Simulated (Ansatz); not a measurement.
# SiMoPt in the AlB2 type: lattice stability ahead of a resistivity run, part 2 of 3

Question: is the lattice of SiMoPt in the AlB2 type stable, and if so, what are its coupling constant and resistivity?

Ansatz 0.2.0; DFT PBEsol, scalar-relativistic, plane waves, PAW.

So far. Step 3 (Relaxing cell and atoms): The largest force is now zero by symmetry and the largest stress component 2.1e-4 GPa. Step 4 (Relaxing tightly for phonons): The largest force is now zero by symmetry and the largest stress component 0.0022 GPa, small enough for phonons. The relaxed cell has a = 4.203, c = 2.814 Å (conventional setting).

The structure was built from a prototype and need not be the compound's stable phase.

## Step 5: Lattice stability: q 2×2×2, k 4×4×6

Couplings are defined for a stable lattice alone, so phonons come first.

input.yaml reads:

```yaml
crystal:
  lattice:
    - [4.2027234065, 0.0, 0.0]
    - [-2.1013617033, 3.6396652351, 0.0]
    - [0.0, 0.0, 2.8137598324]
  atoms:
    - { symbol: Mo, position: [0.0, 0.0, 0.0] }
    - { symbol: Si, position: [0.3333333333, 0.6666666667, 0.5] }
    - { symbol: Pt, position: [0.6666666667, 0.3333333333, 0.5] }
kpoints:
  mp_grid: { grid: [4, 4, 6] }
hamiltonian:
  xc: pbesol
scf:
  occupations: { method: methfessel_paxton, width: 0.2 }
output:
  eigenvalues: true
phonons:
  method: dfpt
  qmesh: [2, 2, 2]
  temperatures: { t_max: 1000, t_step: 50 }
  qpath:
    path:
      - [[0.0, 0.0, 0.0], [0.5, 0.0, 0.0], [0.33333333, 0.33333333, 0.0], [0.0, 0.0, 0.0], [0.0, 0.0, 0.5], [0.5, 0.0, 0.5], [0.33333333, 0.33333333, 0.5], [0.0, 0.0, 0.5]]
      - [[0.5, 0.0, 0.5], [0.5, 0.0, 0.0]]
      - [[0.33333333, 0.33333333, 0.5], [0.33333333, 0.33333333, 0.0]]
    npoints: 10
```

The run is started by

```bash
ansatz run input.yaml --threads 4 --pin off --max-ram 10240MiB --backend cpu --events-out ev --progress --plain --runs-dir out
```

Numbers of over 12 decimals in the logs are rounded to 6 here.

Log:

```text
Warning: phonons: the dynamical matrix that this run interpolates holds no multipole term above the dipole-dipole one, and a site of this crystal is no centre of inversion, so its interpolated transverse optical and acoustic branches and sound speeds can stay off near Gamma, and the density of states and the thermodynamics with them. What a run solves at a wave vector of phonons.qpoints, Gamma apart, where the deck admits one, is free of this, and under fd what a larger phonons.supercell samples
[...]
Crystal: 3 atoms, lattice volume = 43.041 Å³
Basis set: ecut = 420 eV, 831 PW (Γ), exchange–correlation on 60×60×40 points (8 copies of the dense FFT grid, shifted against one another)
Bands: 22, of which v1, the nominal top of the filled ones, is band 18 counted from 1 (17 counted from 0)
Symmetry: 12 space group operations
k-points: 16 of 96 (time reversal used)
[...]
SCF iter   1: F=—  HF=-17903.837480 eV  |F-HF|=—  |Δ(HF+E_count)|=         —  Δρ=1.73e-2  dr2=1.03e-1  ethr=1.77e-3  ⟨swp⟩=5.0  Hψ=1430  notcnv=0
[...]
SCF iter   9: F=-17903.813708 eV  HF=-17903.813708 eV  |F-HF|=0.00e0  |Δ(HF+E_count)|=    0.00e0  S|Δr|=    0.00e0  Δρ=7.57e-8  dr2=2.64e-12  ethr=1.00e-12  ⟨swp⟩=5.4  Hψ=1492  notcnv=0
SCF 1 converged in 9 iterations: F = -17903.813708 eV  dr2 = 2.64e-12
[...]
SCF iter   4: F=-17903.813708 eV  HF=-17903.813708 eV  |F-HF|=3.64e-12  |Δ(HF+E_count)|=  7.28e-12  S|Δr|=    0.00e0  Δρ=1.12e-7  dr2=3.78e-12  ethr=1.00e-12  ⟨swp⟩=2.3  Hψ=755  notcnv=0
SCF 2 converged in 4 iterations: F = -17903.813708 eV  dr2 = 3.78e-12
phonons: the bands overlap, so this run is a metal and interpolates without the dipole-dipole term. If the crystal is really an insulator or semiconductor, its LO-TO splitting is missing
NSCF: frozen V_eff on 16 k-points
[...]
DFPT response loops at q = (0, 0, 0) (fractional): preconditioner auto → Kerker (q_TF=auto, 2.648 Å⁻¹) (partly filled bands, converged f_vac=0.000); β = 1.00, the filter's whole step (`scf.mixing.beta` (0.50) is not read by the response loops under this deck's `scf.mixing.preconditioner`; to damp them name `kerker` or `kerker_dos`, under which they read `scf.mixing.beta`, and type it under 1.00, their step now; both keys bind the ground state too); Broyden in place of MSR1
[...]
SCF converged after 9 iterations
Stability not checked: this state was not tested for a lower state beside it, because cold or Methfessel-Paxton smearing, or corrected tetrahedra, fill the levels in a way that the test cannot read (fill_not_monotonic; see scf.lower_state_search)
Free energy (F): -17903.813708 eV
[...]
Internal energy: -17903.811123 eV  (E = F + TS)
E sigma→0 (E₀):  -17903.813062 eV
Entropy (-TS):   -0.002585 eV (-0.862 meV/atom)
Fermi energy:    19.880904 eV
Step filling:    the computed levels leave a gap of 0.0311 eV = 0.2 smearing widths at the electron count; against every level under it full and every level over it empty, smearing changes F+E_penalty+E_count by -1.330 meV and its σ→0 estimate by -0.683 meV
[...]
--- Band table (eV; the first three rows and the last of 16) ---
  k-point 0: bands = [... 14 lower, 16.7322, 17.0264, 17.0264, 20.9663, 20.9663, 20.9970, 23.9330, 23.9330]
  k-point 1: bands = [... 14 lower, 17.5193, 17.8585, 17.8585, 20.4262, 20.4262, 21.1543, 22.5573, 25.0218]
  k-point 2: bands = [... 14 lower, 18.6037, 18.6037, 18.9604, 20.2265, 20.2265, 21.6138, 22.1383, 24.0243]
  k-point 15: bands = [... 14 lower, 16.7684, 17.3937, 17.8451, 19.5551, 20.1699, 22.3088, 22.4606, 23.1990]
--- Phonons (Γ-DFPT): 6 representative perturbations + reference (Σ response iterations 18) ---
  ASR residual: 9.280e-5 → 0.000e0 eV/Å²; symmetrization residual: 4.725e-6 eV/Å²
  ASR residual per site (eV/Å²): 9.28e-5 4.57e-6 6.98e-5
  Γ frequencies (cm⁻¹): 0.00 0.00 0.00 109.16 156.62 188.54 188.54 359.12 359.12
--- Phonons (arbitrary-q DFPT): 4 irreducible q on the 2×2×2 mesh ---
  q = [0.0000, 0.0000, 0.0000] (star 1, of the zone-centre solve; hermiticity 6.31e-7, symmetrization 1.38e-10): -0.00 -0.00 0.00 109.16 156.62 188.54 188.54 359.12 359.12
  q = [0.0000, 0.0000, -0.5000] (star 1, 6 solved perturbations in 132 linear systems a pass and spin channel, the states on 28 of 96 k-point pairs; hermiticity 3.13e-7, symmetrization 5.05e-8): 25.69 130.30 130.30 150.93 150.93 178.88 186.67 348.12 348.12
  q = [0.0000, -0.5000, 0.0000] (star 3, 9 solved perturbations on 28 of 96 k-point pairs; hermiticity 7.12e-7, symmetrization 3.76e-10): 3.37 73.56 102.96 116.61 130.48 157.43 168.75 345.72 353.72
[...]
sum rule: each row above includes the acoustic sum rule's correction from the zone centre's row sums; it moved no ω² by more than (0.51 cm⁻¹)²
  mesh force constants: q→R imaginary residual 2.62e-17; ASR residual 9.280e-5 → 0.000e0 eV/Å²; symmetrization residual 1.066e-14 eV/Å²
  interpolated dispersion: 93 rows × 9 modes
  density of states and harmonic sums: on the 18×18×22 q-mesh, interpolated from the force constants of a 2×2×2 supercell (no non-analytic term)
  largest difference from the sums on the solved wave vectors: F 2.64e-2 eV, S 6.93e-5 and C_V 2.35e-5 eV/K
  zero-point energy: 0.094827 eV/cell   skipped modes (ω ≤ 0): 48, of them read as no rigid motion or as one in doubt: 45 (1.016e-1 modes/cell left out, lowest -52.44 cm⁻¹)   left out of the sums: 1.13e-2 of the cell's modes: C_V's classical limit lies that fraction below 3 k_B per atom; for a crystal, a wire or a layer, F and S can be off by more, and a phonons.interpolated_qmesh denser along its periods is the remedy for the sampling
```

It took 20 s on 4 threads of Arm Neoverse V2, shared host; peak memory 0.5 GiB; 74 s of CPU time.

The column dr2 measures how far the density is from self-consistency, as an energy; F and HF (Harris–Foulkes) agree once it is small.

This step gave:

| Property | Result |
| --- | --- |
| share of imaginary modes in the plain interpolation between solved wavevectors | 0.0102 |
| highest frequency, solved or plainly interpolated | 359.9 cm⁻¹ |

Solved on the 2×2×2 mesh alone; all other wavevectors are interpolated. Phonon branches along the path, in cm⁻¹:

| point | branch 1 | branch 2 | branch 3 | branch 4 | branch 5 | branch 6 | branch 7 | branch 8 | branch 9 |
| --- | --- | --- | --- | --- | --- | --- | --- | --- | --- |
| Γ | 0 | 0 | 0 | 109 | 157 | 188 | 188 | 359 | 359 |
| M | 3 | 74 | 103 | 117 | 130 | 157 | 169 | 346 | 354 |
| K | 67 | 68 | 104 | 111 | 114 | 132 | 191 | 343 | 354 |
| Γ | 0 | 0 | 0 | 109 | 157 | 188 | 188 | 359 | 359 |
| A | 26 | 130 | 130 | 151 | 151 | 179 | 187 | 348 | 348 |
| L | 38 | 69 | 98 | 100 | 146 | 191 | 197 | 345 | 359 |
| H | -52 | 66 | 86 | 136 | 172 | 175 | 179 | 344 | 360 |
| A | 26 | 130 | 130 | 151 | 151 | 179 | 187 | 348 | 348 |
| jump to L | 38 | 69 | 98 | 100 | 146 | 191 | 197 | 345 | 359 |
| M | 3 | 74 | 103 | 117 | 130 | 157 | 169 | 346 | 354 |
| jump to H | -52 | 66 | 86 | 136 | 172 | 175 | 179 | 344 | 360 |
| K | 67 | 68 | 104 | 111 | 114 | 132 | 191 | 343 | 354 |

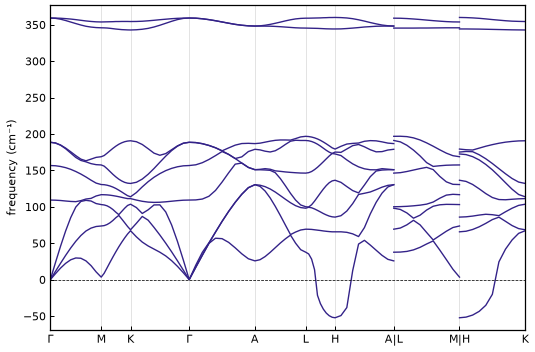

Phonon branches along the path.

Lowest modes at the softest wavevector of the mesh. Modes at q = (0.500, 0.500, 0.000), with each element's share of the kinetic energy:

| mode | frequency (cm⁻¹) | Mo % | Si % | Pt % |
| --- | --- | --- | --- | --- |
| 1 | 3.4 | 32 | 3 | 65 |
| 2 | 73.6 | 31 | 15 | 54 |
| 3 | 103.0 | 24 | 5 | 70 |
| 4 | 116.6 | 2 | 84 | 13 |
| 5 | 130.5 | 67 | 1 | 33 |
| 6 | 157.4 | 66 | 9 | 25 |

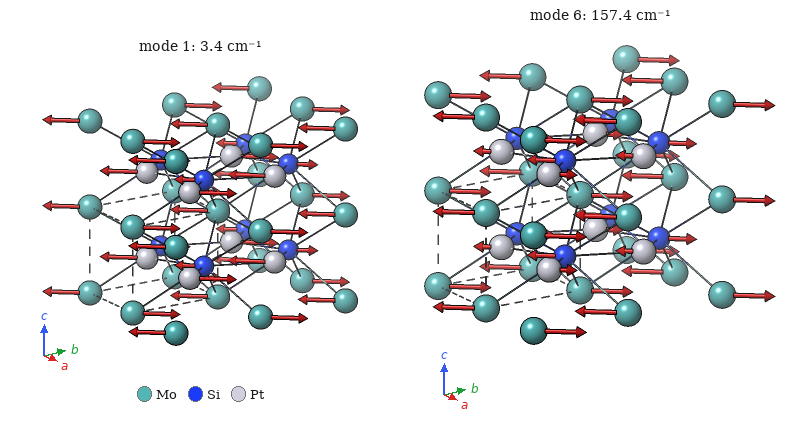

Displacement patterns of modes 1 and 6 at q = (0.500, 0.500, 0.000); arrows are exaggerated. Bonds to atoms that aren't drawn are left out. 2×2×2 cells are drawn. Some periodic images of atoms are drawn too.

The modes has structure finer than the step of the table below, so its rows give means over 20 cm⁻¹, whole bins alone (the curve runs from -62.2 to 381 cm⁻¹). Peaks (cm⁻¹: height): Mo 49.2: 0.0112, 155.0: 0.0566, 185.7: 0.0485; Pt 49.2: 0.0325, 74.2: 0.0289, 96.5: 0.0349, 182.9: 0.0178, 355.6: 0.0105; Si 107.7: 0.0361, 355.6: 0.111.

Phonopy on the run's constants, 15x15x21 mesh, Gaussian sigma 3.2 cm⁻¹. Table of modes by wavenumber; means over each step; values in 1/cm⁻¹/cell:

| wavenumber (cm⁻¹) | Mo | Pt | Si |
| --- | --- | --- | --- |
| -40 | 8.8e-4 | 0.00142 | 5.6e-5 |
| -20 | 6.6e-4 | 0.00107 | 4.4e-5 |
| 0 | 3.2e-4 | 5.7e-4 | 3.0e-5 |
| 20 | 0.00229 | 0.00446 | 3.1e-4 |
| 40 | 0.00829 | 0.0207 | 0.00148 |
| 60 | 0.00660 | 0.0206 | 0.00142 |
| 80 | 0.00702 | 0.0223 | 0.00333 |
| 100 | 0.00685 | 0.0280 | 0.0208 |
| 120 | 0.00456 | 0.0136 | 0.0167 |
| 140 | 0.0177 | 0.00438 | 0.00554 |
| 160 | 0.0438 | 0.00954 | 0.00393 |
| 180 | 0.0418 | 0.0150 | 0.00340 |
| 200 | 0.00756 | 0.00234 | 3.9e-4 |
| 220 | 0 | 0 | 0 |
| 240 | 0 | 0 | 0 |
| 260 | 0 | 0 | 0 |
| 280 | 0 | 0 | 0 |
| 300 | 0 | 0 | 0 |
| 320 | 0 | 0 | 0 |
| 340 | 8.0e-4 | 0.00125 | 0.0393 |
| 360 | 7.6e-4 | 0.00472 | 0.0532 |

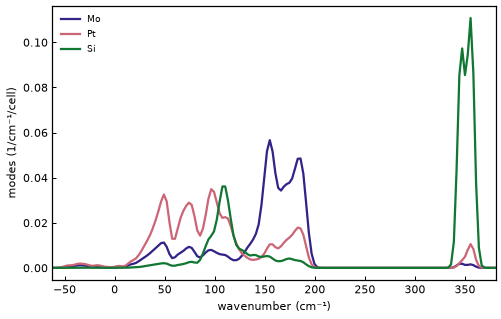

Modes against wavenumber.

No LO-TO term; unit eigenvectors of the mass-weighted matrix. The modes at Γ (shares of kinetic energy by element, %):

| mode | frequency (cm⁻¹) | symmetry | Mo % | Si % | Pt % |
| --- | --- | --- | --- | --- | --- |
| 1 | 0.0 | unnamed | 30 | 9 | 61 |
| 2 | 0.0 | unnamed | 30 | 9 | 61 |
| 3 | 0.0 | unnamed | 30 | 9 | 61 |
| 4 | 109.2 | A2'' | 3 | 76 | 21 |
| 5 | 156.6 | A2'' | 67 | 16 | 18 |
| 6 | 188.5 | E' | 68 | 0 | 31 |
| 7 | 188.5 | E' | 68 | 0 | 31 |
| 8 | 359.1 | E' | 2 | 91 | 8 |
| 9 | 359.1 | E' | 2 | 91 | 8 |

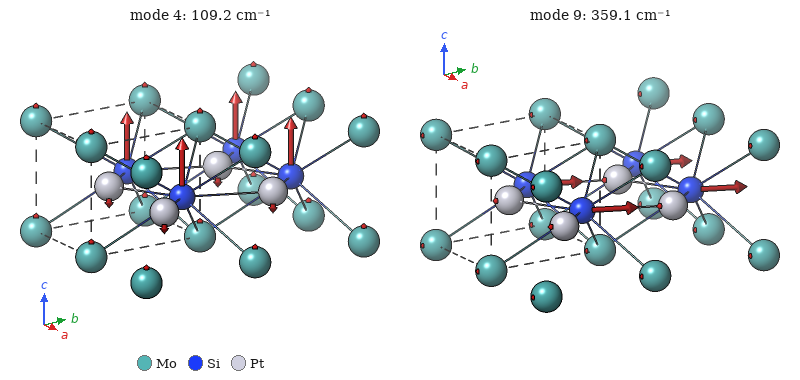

Displacement patterns of modes 4 and 9 at Γ; arrows are exaggerated. Bonds to atoms that aren't drawn are left out. 2×2×1 cells are drawn. Some periodic images of atoms are drawn too.

Among the solved wavevectors the lowest mode, translations apart, is 3.4 cm⁻¹, so these are real on this k mesh.

## Step 6: Coupling and resistivity: q 2×2×2, k 4×4×6, scattering 8×8×8

The cheapest meshes give a first estimate and the cost of a run.

input.yaml: that of step 5 with these lines changed.

```diff
@@ -27 +27,6 @@
     npoints: 10
+  electrical_resistivity:
+    mesh: [8, 8, 8]
+    temperatures: [20.0, 50.0, 77.0, 100.0, 150.0, 200.0, 300.0, 400.0, 600.0, 800.0]
+  superconductivity: { mesh: [8, 8, 8], eliashberg_equations: false }
+  electron_occupations: "off"
```

Log:

```text
[the first part of the log is left out]
  E_hartree    = 1093.456296
  E_xc         = -500.607120
  E_vxc        = -581.953127  (∫ρ·V_xc dr)
  E_paw        = -12959.023666  (= ΣΔE_a)
  E_vpaw       = -438.819208  (= ΣTr[D̂ρ^β])
  E_aug_tail   = 0.000226  (compensation charges beyond the density's cutoff)
  E_ewald      = -4139.533009
  E_core_change = 0.527841  (= ΣΔE_core)
  E_smearing   = -0.002585  (= −TS)
  E_closure    = 0.000000  (closes the sum)
  Σ components = -17903.813708   (vs F -17903.813708, Δ=0.00e0)
--- Band table (eV; the first three rows and the last of 16) ---
  k-point 0: bands = ["-79.5682", "-41.4213", "-33.8845", "-33.8845", "-33.4662", "-15.5210", "-15.5210", "-15.2275", "7.5895", "13.3011", "13.3011", "13.3944", "16.6127", "16.7322", "16.7322", "17.0264", "17.0264", "20.9663", "20.9663", "20.9970", "23.9330", "23.9330"]
  k-point 1: bands = ["-79.5660", "-41.4012", "-33.8794", "-33.8794", "-33.5187", "-15.4995", "-15.4995", "-15.4213", "8.1409", "13.2509", "13.2509", "14.0272", "15.6131", "15.6131", "17.5193", "17.8585", "17.8585", "20.4262", "20.4262", "21.1543", "22.5573", "25.0218"]
  k-point 2: bands = ["-79.5616", "-41.3608", "-33.8692", "-33.8692", "-33.6225", "-15.7952", "-15.4562", "-15.4562", "9.6046", "13.1458", "13.1458", "14.4206", "14.4206", "14.5452", "18.6037", "18.6037", "18.9604", "20.2265", "20.2265", "21.6138", "22.1383", "24.0243"]
  k-point 15: bands = ["-79.5594", "-41.3391", "-33.8664", "-33.8652", "-33.6763", "-15.9664", "-15.4464", "-15.4381", "11.4216", "13.0196", "13.4932", "14.0927", "14.9866", "15.5958", "16.7684", "17.3937", "17.8451", "19.5551", "20.1699", "22.3088", "22.4606", "23.1990"]
--- Phonons (Γ-DFPT): 6 representative perturbations + reference (Σ response iterations 23) ---
  ASR residual: 9.682e-5 → 0.000e0 eV/Å²; symmetrization residual: 3.196e-7 eV/Å²
  ASR residual per site (eV/Å²): 8.53e-5 2.10e-6 9.68e-5
  Γ frequencies (cm⁻¹): 0.00 0.00 0.00 109.16 156.62 188.54 188.54 359.12 359.12
--- Phonons (arbitrary-q DFPT): 4 irreducible q on the 2×2×2 mesh ---
  q = [0.0000, 0.0000, 0.0000] (star 1, of the zone-centre solve; hermiticity 4.27e-8, symmetrization 1.38e-10): -0.00 0.00 0.00 109.16 156.62 188.54 188.54 359.12 359.12
  q = [0.0000, 0.0000, -0.5000] (star 1, 6 solved perturbations in 132 linear systems a pass and spin channel, the states on 28 of 96 k-point pairs; hermiticity 4.24e-8, symmetrization 5.80e-9): 25.69 130.30 130.30 150.93 150.93 178.88 186.67 348.12 348.12
  q = [0.0000, -0.5000, 0.0000] (star 3, 9 solved perturbations on 28 of 96 k-point pairs; hermiticity 4.63e-8, symmetrization 3.76e-10): 3.37 73.56 102.96 116.61 130.48 157.43 168.75 345.72 353.72
  q = [0.0000, -0.5000, -0.5000] (star 3, 9 solved perturbations on 28 of 96 k-point pairs; hermiticity 5.52e-8, symmetrization 1.94e-9): 37.58 69.21 97.99 100.05 146.20 190.96 196.65 345.25 358.91
  sum rule: each row above includes the acoustic sum rule's correction from the zone centre's row sums; it moved no ω² by more than (0.49 cm⁻¹)²
  mesh force constants: q→R imaginary residual 2.62e-17; ASR residual 9.682e-5 → 0.000e0 eV/Å²; symmetrization residual 8.882e-15 eV/Å²
  interpolated dispersion: 93 rows × 9 modes
  density of states and harmonic sums: on the 18×18×22 q-mesh, interpolated from the force constants of a 2×2×2 supercell (no non-analytic term)
  largest difference from the sums on the solved wave vectors: F 2.65e-2 eV, S 6.93e-5 and C_V 2.35e-5 eV/K
  zero-point energy: 0.094827 eV/cell   skipped modes (ω ≤ 0): 48, of them read as no rigid motion or as one in doubt: 45 (1.016e-1 modes/cell left out, lowest -52.44 cm⁻¹)   left out of the sums: 1.13e-2 of the cell's modes: C_V's classical limit lies that fraction below 3 k_B per atom; for a crystal, a wire or a layer, F and S can be off by more, and a phonons.interpolated_qmesh denser along its periods is the remedy for the sampling
Error: electrical resistivity: the mode of lowest frequency at the wavevector [0.2500, 0.3750, -0.5000] is imaginary, -47.97 cm⁻¹ (written negative): every mode at the wavevectors of the force constants' own supercell is real, and this one is interpolated between them; take force constants of more repeats (phonons.supercell, under dfpt phonons.qmesh), or, with a block electrical_resistivity or superconductivity, name a file of force constants under which the crystal is stable (phonons.electron_phonon_force_constants)
The harmonic force constants that this run solved are whole in <dir>
```

The job ended after 25 s (4 threads; peak memory 0.49 GiB).

The run ended with an error.

The program's message: “electrical resistivity: the mode of lowest frequency at the wavevector [0.2500, 0.3750, -0.5000] is imaginary, -47.97 cm⁻¹ (written negative): every mode at the wavevectors of the force constants' own …”

The run stops because a mode is imaginary on the scattering mesh, where no scattering rate is defined; denser k meshes, other smearings and, between solved wavevectors, finer q meshes show whether the instability is real.

[end of part 2 of 3]

[Logs are printed without paths, hosts, clocks, repeated set-up lines and the standing remarks that a program may print on its own settings, such as how far it seeks lower states.]

[Hosts, paths, dates, database ids (printed as entryN), source tags and the programs' standing remarks are cut or masked in the printed files.]
